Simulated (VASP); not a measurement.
Band structure of Co₂Re (space group I4/mmm). Method: PBE GGA, VASP's PBE PAW potentials (set 64) (plane waves; VASP 6.6.1).

Unless said otherwise, spin-orbit coupling is left out, though it shifts the bands of the heavy elements here.

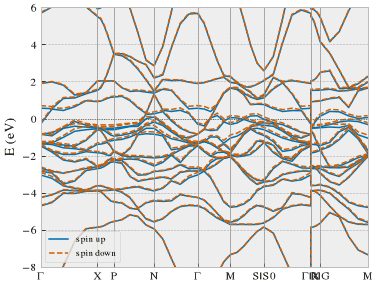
*Bands along high-symmetry lines, zero at the valence-band maximum or, without a gap, the Fermi level*

Read the plot: is there a gap, and where are the band edges?

It has no gap at this level: it comes out as a metal or semimetal.

The structure was generated: Co2Re was put into an ordered model structure, which need not be its known phase. The cell was not relaxed at this level. The k-mesh is coarse (spacing up to 0.41 per Å, 2π included), so the numbers may not be converged in it.
